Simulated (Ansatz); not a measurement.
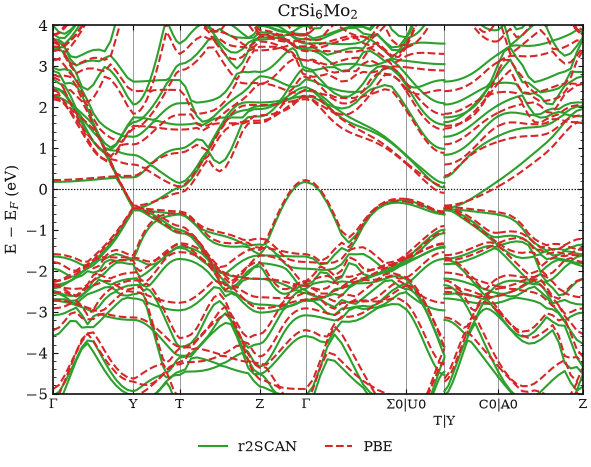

Band structures of CrSi6Mo2, space group Fmmm, 9 atoms in the cell, by two methods on the same cell. Each is counted from its own Fermi level.

How do the methods compare?

Answer. Both give a metal. The 8 bands that come within 1 eV of the Fermi level differ by 0.12 eV on average and by 0.28 eV at most (at Z).

Settings. r2SCAN: DFT r2SCAN, scalar-relativistic, plane waves, PAW, no spin polarisation, 10×10×10 k mesh, 500 eV cutoff, Gaussian smearing of 0.1 eV (Ansatz 0.2.0). PBE: DFT PBE, scalar-relativistic, plane waves, PAW, no spin polarisation, 10×10×10 k mesh, 420 eV cutoff (Ansatz).

The run has no spin polarisation, so a magnetic state may lie lower. The structure is an invented one, so it need not be a known or stable phase.
